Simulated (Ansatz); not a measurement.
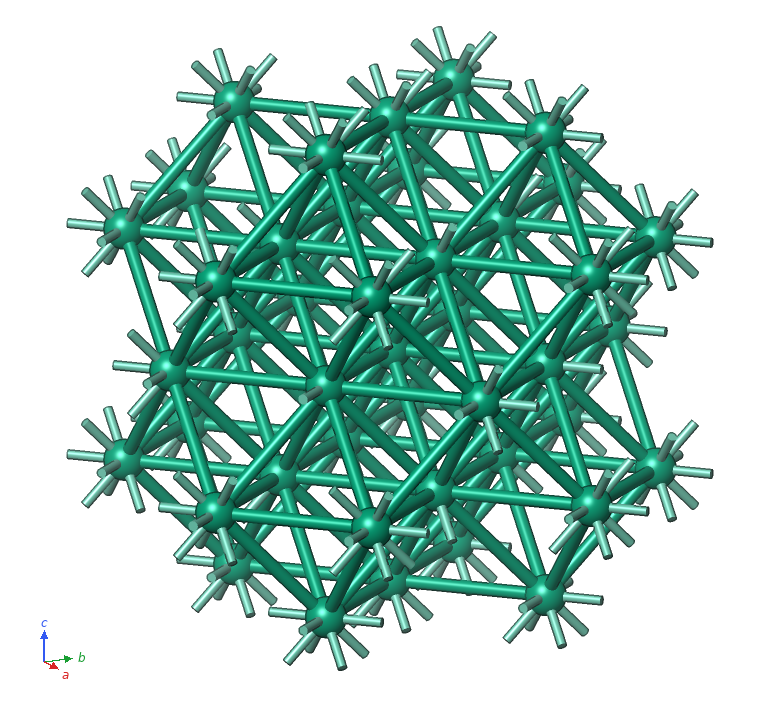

The picture shows a finite piece of the underlying net of a crystal structure, nodes on the atoms' positions. Nodes are coloured by topological kind. Edges to nodes outside the piece are drawn as stubs.

Question: Classify the net: periodicity, connectivity, name.

Answer: A uninodal 12-connected, three-periodic net. It is the fcu net, known from cubic close packing.

Question: Give point symbol and coordination sequence.

Answer: 3²⁴·4³⁶·5⁶, sequence 12, 42, 92, 162, 252.

Origin of the net. System BRh₃ (space group Pm-3m, No. 221); source of the atomic positions: the input geometry of an electronic-structure calculation (not necessarily at equilibrium); the starting structure was generated, so it need not be a known form of this composition. Bonds are taken as B–Rh below 2.9 Å and Rh–Rh below 2.9 Å. Atoms with one bond or none are removed and atoms with two bonds are replaced by edges, until no such atom is left. B and Rh are 12-connected nodes.
